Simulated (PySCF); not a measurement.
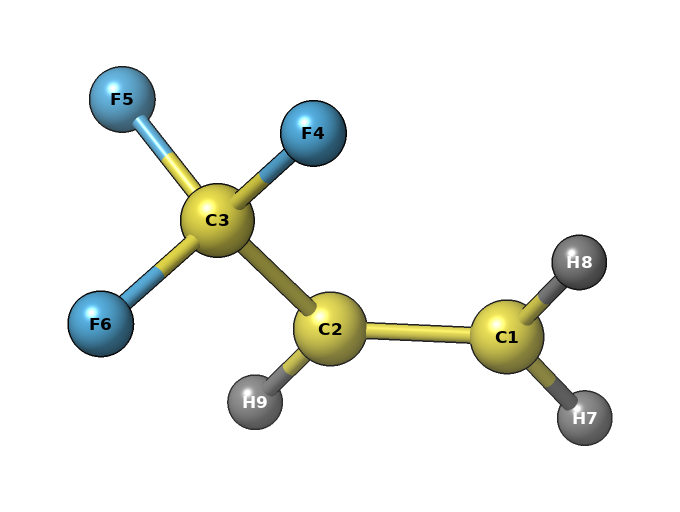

The geometry was computed by an optimisation with PBE0-D3(BJ)/def2-SVP. No frequency run is at hand to confirm it as a minimum. Level of theory: PBE/pcJ-1 indirect spin-spin coupling, non-relativistic, gas phase (PySCF 2.14.0). Isotopes: 13C, 19F, 1H.

Give the spin–spin coupling constants of these pairs, with the number of bonds between them: C1/C3, C2/F5, H7/H8, C1/F4, C1/F5, H7/H9.

```json
{"pair": "C1, C3", "bonds apart": "2", "J (Hz)": "1.1"}
{"pair": "C2, F5", "bonds apart": "2", "J (Hz)": "40.8"}
{"pair": "H7, H8", "bonds apart": "2", "J (Hz)": "1.7"}
{"pair": "C1, F4", "bonds apart": "3", "J (Hz)": "4.4"}
{"pair": "C1, F5", "bonds apart": "3", "J (Hz)": "4.3"}
{"pair": "H7, H9", "bonds apart": "3", "J (Hz)": "11.1"}
```

Density functionals are unreliable for couplings to fluorine, so those rows may be far off.
